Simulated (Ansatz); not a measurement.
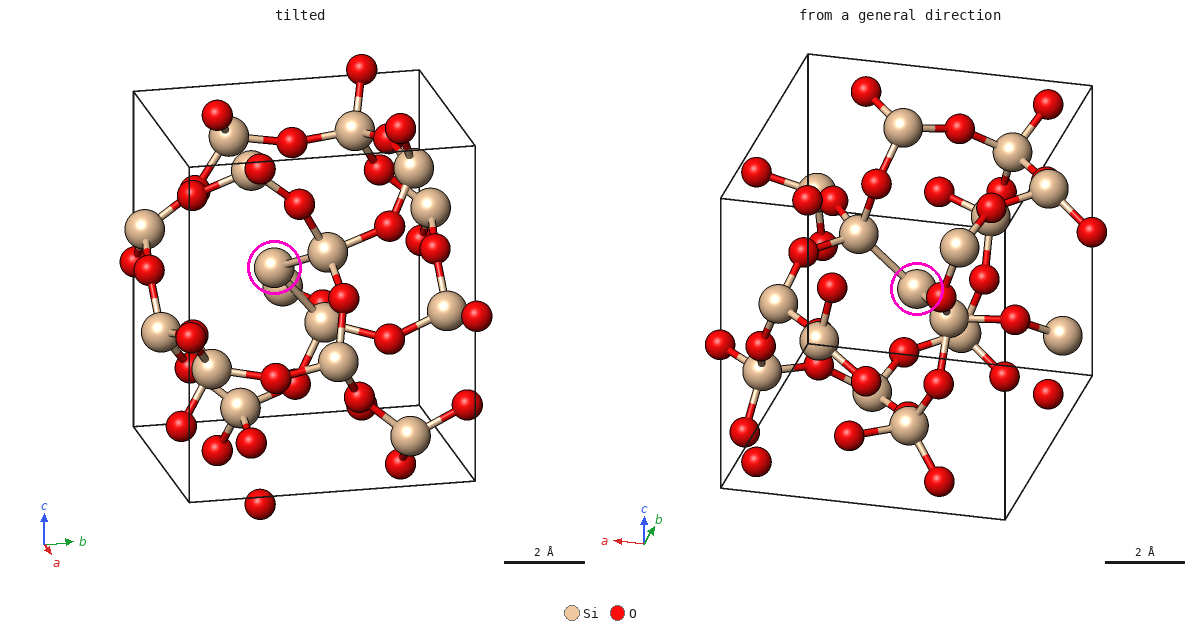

Ball-and-stick representation of a periodic structure, projected slightly off an axis and from a general direction. The box is the supercell; atoms on or close to its faces, edges and corners are drawn wherever they repeat. The host is SiO₂, in a cell of 36 sites, and the cell carries a charge of -2. A ring marks the defect's site.

Q: Which defect is modelled here, and what are its neighbours?

A: Silicon on an oxygen site (an antisite). It is bonded to two Si in a bent arrangement at about 2.2 Å.

The atoms were relaxed in the host's cell with DFT PBE, scalar-relativistic, plane waves, PAW in Ansatz.
